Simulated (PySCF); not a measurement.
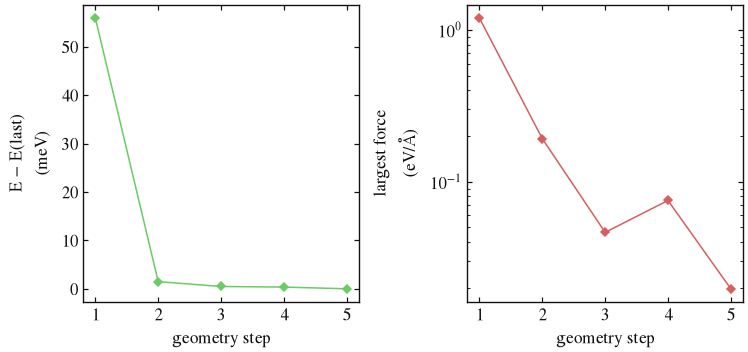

History of a geometry optimisation.

System: C₅H₈O (SMILES C/C=C1\C[C@H]1O).
Method: PBE0-D3(BJ)/def2-SVP, geometry optimisation in PySCF 2.14.0, density fitting.

Question: How did the optimisation end?

Answer: The optimisation met its thresholds at geometry 5, counting the start as the first. The energy fell by about 56 meV from the first step to the last. The largest force goes from about 1.2 eV/Å at the start to 0.02 eV/Å at the end.
